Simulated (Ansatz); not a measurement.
# C₂H₉InOS: how energies converge with the basis set

How large a basis does C₂H₉InOS need? Two functionals are run in growing sets.

Method: one geometry, several basis sets; program: Ansatz 0.2.0, Gaussian basis.

The runs, in order: PBE0-D4/def2-SVP; ωB97M-V/def2-SVP; PBE0-D4/def2-QZVPP; ωB97M-V/def2-QZVPP; the functionals' def2-TZVPP values are taken from earlier runs.

## 1. The relaxed structure

All runs share one geometry, relaxed beforehand with PBE0-D4 in a triple-zeta def2 set. In takes the def2 core potential; no spin-orbit term is included.

14 atoms, charge 0, spin multiplicity 1.

Atoms are counted from 1 here; the program's logs count them from 0.

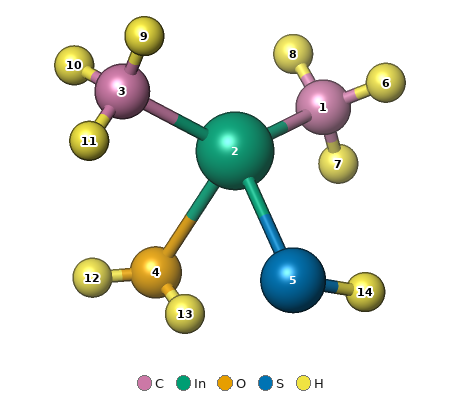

The geometry (carbon pink, indium teal, oxygen amber, sulfur blue, hydrogen yellow); atoms are numbered from 1 in the order of the file.

## 2. PBE0-D4 in def2-SVP

Contents of in.yaml:

```yaml
crystal:
  periodic: [false, false, false]
  atoms:
    - {symbol: C, position_ang: [-0.109641, 2.187088, 0.197377]}
    - {symbol: In, position_ang: [0.352367, 0.094413, 0.142174]}
    - {symbol: C, position_ang: [0.459217, -1.448353, 1.634029]}
    - {symbol: O, position_ang: [-1.564900, -0.765371, -1.108194]}
    - {symbol: S, position_ang: [1.485177, -0.607440, -1.942989]}
    - {symbol: H, position_ang: [0.811112, 2.772606, 0.188178]}
    - {symbol: H, position_ang: [-0.695807, 2.446093, -0.685376]}
    - {symbol: H, position_ang: [-0.680167, 2.444693, 1.090251]}
    - {symbol: H, position_ang: [1.317492, -1.280956, 2.287061]}
    - {symbol: H, position_ang: [-0.440690, -1.455485, 2.251554]}
    - {symbol: H, position_ang: [0.576342, -2.423675, 1.159801]}
    - {symbol: H, position_ang: [-1.950579, -1.596174, -0.813611]}
    - {symbol: H, position_ang: [-0.948398, -0.987130, -1.831741]}
    - {symbol: H, position_ang: [1.375576, 0.590591, -2.539613]}
basis:
  gaussian: {orbitals: def2-SVP}
hamiltonian: {xc: pbe0, dispersion: d4}
output: {orbitals: {seedname: orbitals}}
```

Launch:

```console
$ ansatz run in.yaml --threads 4 --pin off --events-out ev --progress --plain --max-ram 11315MiB
```

Output:

```text
Functional definition: PBE0
  name "PBE0"
  cite "Adamo & Barone, J. Chem. Phys. 110, 6158 (1999) doi:10.1063/1.478522"
  cite "Perdew, Burke & Ernzerhof, Phys. Rev. Lett. 77, 3865 (1996) doi:10.1103/PhysRevLett.77.3865"
  parent pbe
  parameter a = 0.25
  parameter kappa = 0.804
  parameter beta = 0.06672455060314922
  exchange = (1 - a)*pbe_x(kappa = kappa, mu = beta*pi^2/3) + a*exact_x
  correlation = pbe_c(beta = beta)
1556 factors; their error is unknown
mean field evaluation 1: about -20250.8713 eV, gradient 7.3e1 eV
mean field evaluation 2: about -20244.6849 eV, gradient 8.8e1 eV
mean field evaluation 4: about -20262.8673 eV, gradient 3.4e0 eV
mean field evaluation 8: about -20262.8931 eV, gradient 5.1e-2 eV
mean field evaluation 16: about -20263.0386 eV, gradient 6.5e-5 eV
mean field -20263.03863290 eV, -744.6529349782 hartree, gradient 6.5e-5 eV, S^2 0.000000; 0 other end points of the search recorded, 0 dependent functions left out
reference -20263.03866995 eV, -744.6529363396 hartree; 33, 33 occupied and 98, 98 virtual orbitals, 1556 factors
Total energy: -20263.28923639 eV, -744.6621444868 hartree
```

It took 2.6 s on 4 threads of Intel Xeon Platinum 8259CL at 2.50GHz, shared host; peak memory 0.38 GiB.

## 3. ωB97M-V in def2-SVP

in.yaml: that of step 2 with these lines changed.

```diff
@@ -19,3 +19,3 @@
   gaussian: {orbitals: def2-SVP}
-hamiltonian: {xc: pbe0, dispersion: d4}
+hamiltonian: {xc: {name: wB97M-V}}
 output: {orbitals: {seedname: orbitals}}
```

Same command.

Output, cut to the lines that bear on the results:

```text
Functional definition: wB97M-V
  name "wB97M-V"
  cite "Mardirossian & Head-Gordon, J. Chem. Phys. 144, 214110 (2016) doi:10.1063/1.4952647"
  cite "Becke, J. Chem. Phys. 107, 8554 (1997) doi:10.1063/1.475007"
  cite "Vydrov & Van Voorhis, J. Chem. Phys. 133, 244103 (2010) doi:10.1063/1.3521275"
  # Of w^i u^j: cxij and so on, Table III.
[...]
  gx(w, u) = 1 - cx + cx01*u + cx10*w
  gss(w, u) = css00 + css04*u^4 + css10*w + css20*w^2 + css43*w^4*u^3
  gos(w, u) = cos00 + cos10*w + (cos20 + cos21*u)*w^2 + (cos60 + cos61*u)*w^6
[...]
      + integral(e_c_pw_mod_opposite_spin*gos(b97_w_opposite, b97_u_opposite)) + vv10(b, c)
1515 factors; their error is unknown
397 factors; integrals over basis functions are off by at most 8.6e-6 eV
[...]
mean field -20267.32487457 eV, -744.8104514541 hartree, gradient 2.9e-5 eV, S^2 0.000000; 0 other end points of the search recorded, 0 dependent functions left out
reference -20267.32493419 eV, -744.8104536454 hartree; 33, 33 occupied and 98, 98 virtual orbitals, 1515 factors
Total energy: -20267.32493419 eV, -744.8104536454 hartree
```

Run time: 8 s. Hardware: 4 threads of Intel Xeon Platinum 8259CL at 2.50GHz, shared host; peak memory 0.51 GiB.

## 4. PBE0-D4 in def2-QZVPP

in.yaml: that of step 3 with these lines changed.

```diff
@@ -18,4 +18,4 @@
 basis:
-  gaussian: {orbitals: def2-SVP}
-hamiltonian: {xc: {name: wB97M-V}}
+  gaussian: {orbitals: "def2-QZVPP.json"}
+hamiltonian: {xc: pbe0, dispersion: d4}
 output: {orbitals: {seedname: orbitals}}
```

Same command.

Output:

```text
Functional definition: PBE0
  name "PBE0"
  cite "Adamo & Barone, J. Chem. Phys. 110, 6158 (1999) doi:10.1063/1.478522"
  cite "Perdew, Burke & Ernzerhof, Phys. Rev. Lett. 77, 3865 (1996) doi:10.1103/PhysRevLett.77.3865"
  parent pbe
  parameter a = 0.25
  parameter kappa = 0.804
  parameter beta = 0.06672455060314922
  exchange = (1 - a)*pbe_x(kappa = kappa, mu = beta*pi^2/3) + a*exact_x
  correlation = pbe_c(beta = beta)
1970 factors; their error is unknown
mean field evaluation 1: about -20255.9827 eV, gradient 9.0e1 eV
mean field evaluation 2: about -20244.7851 eV, gradient 1.1e2 eV
mean field evaluation 4: about -20272.6209 eV, gradient 6.4e0 eV
mean field evaluation 8: about -20272.6983 eV, gradient 7.6e-2 eV
mean field evaluation 16: about -20272.7535 eV, gradient 2.2e-4 eV
mean field -20272.75353444 eV, -745.0099510248 hartree, gradient 8.2e-5 eV, S^2 0.000000; 0 other end points of the search recorded, 0 dependent functions left out
reference -20272.75358379 eV, -745.0099528384 hartree; 33, 33 occupied and 560, 560 virtual orbitals, 1970 factors
Total energy: -20273.00415024 eV, -745.0191609856 hartree
```

Run time: 22 s. Hardware: 4 threads of Intel Xeon Platinum 8259CL at 2.50GHz, shared host; peak memory 2.7 GiB.

## 5. ωB97M-V in def2-QZVPP

in.yaml: that of step 4 with these lines changed.

```diff
@@ -19,3 +19,3 @@
   gaussian: {orbitals: "def2-QZVPP.json"}
-hamiltonian: {xc: pbe0, dispersion: d4}
+hamiltonian: {xc: {name: wB97M-V}}
 output: {orbitals: {seedname: orbitals}}
```

The command is unchanged.

Output, cut to the lines that bear on the results:

```text
Functional definition: wB97M-V
  name "wB97M-V"
  cite "Mardirossian & Head-Gordon, J. Chem. Phys. 144, 214110 (2016) doi:10.1063/1.4952647"
  cite "Becke, J. Chem. Phys. 107, 8554 (1997) doi:10.1063/1.475007"
  cite "Vydrov & Van Voorhis, J. Chem. Phys. 133, 244103 (2010) doi:10.1063/1.3521275"
  # Of w^i u^j: cxij and so on, Table III.
[...]
  gx(w, u) = 1 - cx + cx01*u + cx10*w
  gss(w, u) = css00 + css04*u^4 + css10*w + css20*w^2 + css43*w^4*u^3
  gos(w, u) = cos00 + cos10*w + (cos20 + cos21*u)*w^2 + (cos60 + cos61*u)*w^6
[...]
      + integral(e_c_pw_mod_opposite_spin*gos(b97_w_opposite, b97_u_opposite)) + vv10(b, c)
1902 factors; their error is unknown
501 factors; integrals over basis functions are off by at most 8.2e-6 eV
[...]
mean field -20277.24702453 eV, -745.1750837396 hartree, gradient 4.2e-5 eV, S^2 0.000000; 0 other end points of the search recorded, 0 dependent functions left out
reference -20277.24710496 eV, -745.1750866957 hartree; 33, 33 occupied and 560, 560 virtual orbitals, 1902 factors
Total energy: -20277.24710496 eV, -745.1750866957 hartree
```

Run time: 42 s. Hardware: 4 threads of Intel Xeon Platinum 8259CL at 2.50GHz, shared host; peak memory 3 GiB.

## 6. Density functionals: the series

The def2-TZVPP values come from earlier runs at the same geometry.

```
functional       basis  functions  energy (eV)  from the largest (eV)  HOMO (eV)  LUMO (eV)
   PBE0-D4    def2-SVP        131  -20263.2892                  9.715      -6.73       0.25
   PBE0-D4  def2-TZVPP        311  -20272.3765                  0.628      -6.92      -0.14
   PBE0-D4  def2-QZVPP        593  -20273.0042                  0.000      -6.95      -0.39
   ωB97M-V    def2-SVP        131  -20267.3249                  9.922      -8.89       1.78
   ωB97M-V  def2-TZVPP        311  -20276.6367                  0.610      -9.11       1.07
   ωB97M-V  def2-QZVPP        593  -20277.2471                  0.000      -9.15       0.70
```

## 7. Results

| quantity | value |
| --- | --- |
| PBE0-D4: double and triple zeta above quadruple | 9.71, 0.63 eV |
| ωB97M-V: double and triple zeta above quadruple | 9.92, 0.61 eV |

In words: For PBE0-D4 the step from double to triple zeta gains 9.09 eV and the next only 0.63 eV. These are total energies; as a rule much of such shifts cancels in differences, which this series doesn't test. The LUMO of ωB97M-V is positive and keeps falling with the basis (1.78 to 0.70 eV): an unbound level that the basis holds in place.

For PBE0-D4 the largest set took about 8 times as long as the smallest (22 s against 2.6 s).
